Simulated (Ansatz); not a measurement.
# BH₄ (doublet): one geometry, many settings at distance H1–H2 along a hydrogen transfer = 0.817 Å

What do other methods and options give for BH₄ (doublet) at this geometry, and how long do they take?

The runs use Ansatz 0.2.0, Gaussian basis; the settings change from run to run.

5 further runs of the same task are left out: 1 for a mislabelled method, 4 that didn't finish.

## 1. The system

The geometry derives from fragments relaxed apart (PBE0/def2-TZVP) and kept rigid, so it is no stationary point. A hydrogen atom is moved between rigid fragments.

5 atoms, charge 0, spin multiplicity 2.

Atoms are counted from 1 here; the program's logs count them from 0.

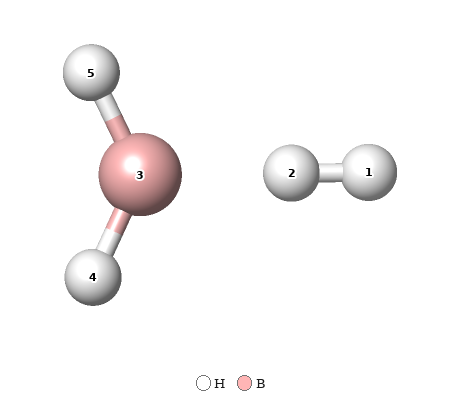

The geometry (hydrogen white, boron pink); atoms are numbered from 1 in the order of the file.

## 2. CASSCF(5,3)/def2-SVP

Contents of in.yaml:

```yaml
crystal:
  periodic: [false, false, false]
  atoms:
    - {symbol: H, position_ang: [-2.216811, 0.000000, 0.000000]}
    - {symbol: H, position_ang: [-1.399811, 0.000000, 0.000000]}
    - {symbol: B, position_ang: [0.204189, 0.000000, 0.000000]}
    - {symbol: H, position_ang: [0.713262, 0.000000, 1.077008]}
    - {symbol: H, position_ang: [0.713262, 0.000000, -1.077008]}
basis:
  gaussian: {orbitals: def2-SVP}
magnetization: {spin_polarized: false, initial_magnetization: 1}
correlation: {active_space: {window: {electrons: 5, orbitals: 3}, states: [{multiplicity: 2, weights: [0.5, 1, 1]}]}}
```

On the command line:

```
> ansatz run in.yaml --threads 1 --pin off --events-out ev --progress --plain --max-ram 2393MiB
```

Output:

```text
Functional definition: HF
  name "HF"
  cite "Fock, Z. Phys. 61, 126 (1930) doi:10.1007/BF01340294"
  parent pbe
  exchange = exact_x
  correlation = 0
586 factors; integrals over basis functions are off by at most 2.1e-7 eV
mean field evaluation 1: about -729.3031 eV, gradient 9.5e0 eV
mean field evaluation 2: about -729.3034 eV, gradient 9.5e0 eV
mean field evaluation 4: about -729.9603 eV, gradient 6.3e-1 eV
mean field evaluation 8: about -729.9668 eV, gradient 4.1e-3 eV
mean field evaluation 16: about -729.3090 eV, gradient 1.5e-5 eV
mean field evaluation 32: about -729.3090 eV, gradient 1.1e-2 eV
mean field -729.96684985 eV, -26.8257869426 hartree, gradient 8.4e-6 eV, S^2 0.750000; 6 other end points of the search recorded, 0 dependent functions left out
reference -729.96684985 eV, -26.8257869426 hartree; 5, 4 occupied and 29, 30 virtual orbitals, 586 factors
state -729.81104572 eV, -26.8200612464 hartree
state -721.56924919 eV, -26.5171808106 hartree
state -720.49744701 eV, -26.4777928068 hartree
Total energy: -722.78888762 eV, -26.5620016962 hartree
```

It took 0.3 s on 1 thread of Arm Neoverse V2, shared host.

From the report: 3 determinants; active occupations (of the averaged states) 1.80, 1.60, 1.60.

## 3. HF/6-31G

Edit in.yaml of step 2 so:

```diff
@@ -9,4 +9,5 @@
 basis:
-  gaussian: {orbitals: def2-SVP}
+  gaussian: {orbitals: 6-31G}
 magnetization: {spin_polarized: false, initial_magnetization: 1}
-correlation: {active_space: {window: {electrons: 5, orbitals: 3}, states: [{multiplicity: 2, weights: [0.5, 1, 1]}]}}
+hamiltonian: {xc: hf}
+output: {orbitals: {seedname: orbitals}}
```

The command is unchanged.

Output:

```text
Functional definition: HF
  name "HF"
  cite "Fock, Z. Phys. 61, 126 (1930) doi:10.1007/BF01340294"
  parent pbe
  exchange = exact_x
  correlation = 0
254 factors; integrals over basis functions are off by at most 7.1e-4 eV
mean field evaluation 1: about -729.5281 eV, gradient 9.0e0 eV
mean field evaluation 2: about -729.5242 eV, gradient 9.0e0 eV
mean field evaluation 4: about -730.1412 eV, gradient 6.8e-1 eV
mean field evaluation 8: about -730.1481 eV, gradient 1.5e-2 eV
mean field evaluation 16: about -729.9579 eV, gradient 8.4e-1 eV
mean field evaluation 32: about -729.4591 eV, gradient 1.4e-2 eV
mean field -730.14812701 eV, -26.8324487553 hartree, gradient 3.3e-5 eV, S^2 0.750000; 3 other end points of the search recorded, 0 dependent functions left out
reference -730.14812701 eV, -26.8324487553 hartree; 5, 4 occupied and 12, 13 virtual orbitals, 254 factors
Total energy: -730.14812701 eV, -26.8324487553 hartree
```

Wall time 0.09 s (1 thread of Arm Neoverse V2, shared host).

## 4. CCSDT(Q)/B/6-31G

Edit in.yaml of step 3 so:

```diff
@@ -11,3 +11,5 @@
 magnetization: {spin_polarized: false, initial_magnetization: 1}
-hamiltonian: {xc: hf}
-output: {orbitals: {seedname: orbitals}}
+hamiltonian: {xc: {name: r2SCAN}}
+correlation: {method: ccsdt_q_b, electrons: valence, diis_vectors: 1}
+accuracy: high
+output: {forces: true}
```

Launched as before.

Output (excerpt; [...] marks lines left out):

```text
Functional definition: r2SCAN
  name "r2SCAN"
  cite "Furness, Kaplan, Ning, Perdew & Sun, J. Phys. Chem. Lett. 11, 8208 (2020) doi:10.1021/acs.jpclett.0c02405"
  cite "Furness, Kaplan, Ning, Perdew & Sun, J. Phys. Chem. Lett. 11, 9248 (2020) doi:10.1021/acs.jpclett.0c03077"
  parent r2scan
[...]
406 factors; integrals over basis functions are off by at most 3.3e-9 eV
[...]
mean field -736.14917357 eV, -27.0529831490 hartree, gradient 1.2e-8 eV, S^2 0.750000; 6 other end points of the search recorded, 0 dependent functions left out
[...]
1 core orbitals not correlated: weight in the atoms' cores, before any rotation towards them, 1.000 or more for the frozen orbitals, at most 0.000 for the correlated occupied ones
reference -730.06639977 eV, -26.8294453347 hartree; 4, 3 occupied and 12, 13 virtual orbitals, 406 factors
second order -1.70629299 eV of doubles, -0.13594225 eV of singles
cycle   1  -2.24433699 eV  change   -4.0e-1 eV  update   4.9e-2
[...]
cycle  30  -2.46089280 eV  change   2.7e-10 eV  update  1.6e-10
perturbative correction -0.00070818 eV, -0.0000260250 hartree
[...]
Total energy: -732.52800074 eV, -26.9199075021 hartree
Atom 0 at    -2.216811     0.000000     0.000000 Å, force    -0.722805     0.000000    -0.000000 eV/Å
Atom 1 at    -1.399811     0.000000     0.000000 Å, force    -0.269400     0.000000     0.000000 eV/Å
Atom 2 at     0.204189     0.000000     0.000000 Å, force     0.448028    -0.000000     0.000000 eV/Å
Atom 3 at     0.713262     0.000000     1.077008 Å, force     0.272088     0.000000     0.204474 eV/Å
Atom 4 at     0.713262     0.000000    -1.077008 Å, force     0.272088     0.000000    -0.204474 eV/Å
Dipole moment:     0.142059    -0.000000    -0.000000 e Å
```

Wall time 13 s (1 thread of Arm Neoverse V2, shared host).

From the report: correlation -2.4616 eV; T1 0.020; largest double amplitude 0.06. The orbitals are Kohn-Sham ones, so correlation energy and T1 don't compare with those on Hartree-Fock orbitals.

## 5. The runs in one table

Where basis and cores are those of an earlier FCI/6-31G run (-732.5406 eV), and the state is the same kind, the miss against it is given.

```tsv
level	correlated	functions	energy (eV)	from FCI (meV)	time
CASSCF(5,3)/def2-SVP (mean of several states)		34	-722.7889		0.3 s
HF/6-31G		17	-730.1481	2392.4	0.09 s
CCSDT(Q)/B/6-31G (on r2SCAN orbitals)	valence	17	-732.5280	12.6	13 s
```

## 6. Outcome

```
quantity                                        value
    runs                                            3
quickest                             HF/6-31G, 0.09 s
 slowest  CCSDT(Q)/B/6-31G (on r2SCAN orbitals), 13 s
```

**Reading.** Total energies in different bases, with other cores or another treatment of relativity can't be set against each other. CCSDT(Q)/B/6-31G (on r2SCAN orbitals) took 145 times as long as HF/6-31G; the jobs differ in more than the method. Hartree-Fock, CASSCF and CASCI lack dynamic correlation by design. Cores frozen from Kohn-Sham orbitals shift the total energy.
